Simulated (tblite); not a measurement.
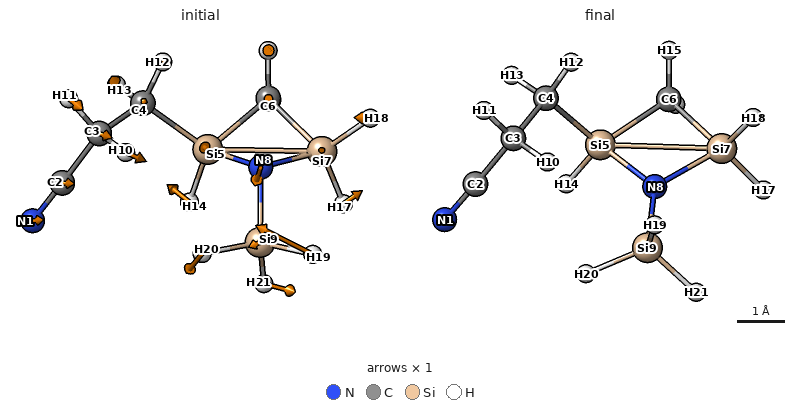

The structure of C4H12N2Si3 before (left) and after (right) a relaxation, at one scale. The orange arrows give the displacements, at their true length.

A ball-and-stick model, seen at a tilt.

Computed with tblite, GFN2-xTB geometry optimisation, gas phase. 

**What changed between the two?**

The largest move after the best rigid fit is that of an H atom, 1.52 Å. Largest moves by element: H 1.52 Å, N 0.73 Å, Si 0.39 Å, C 0.36 Å. Among the contacts that change: Si–Si 2.817 → 3.192 Å, Si–Si 2.785 → 3.155 Å, Si–Si 2.486 → 2.666 Å, N–Si 1.693 → 1.758 Å. Bond angles that change, for instance: Si–N–Si 112.9° → 132.3°, Si–N–Si 110.5° → 129.2°, Si–Si–H 107.1° → 125.1°. The energy falls by 95.6 kJ/mol in 193 geometry steps. Cost: 4.2 s on 1 thread of Arm Neoverse N1 (shared host).
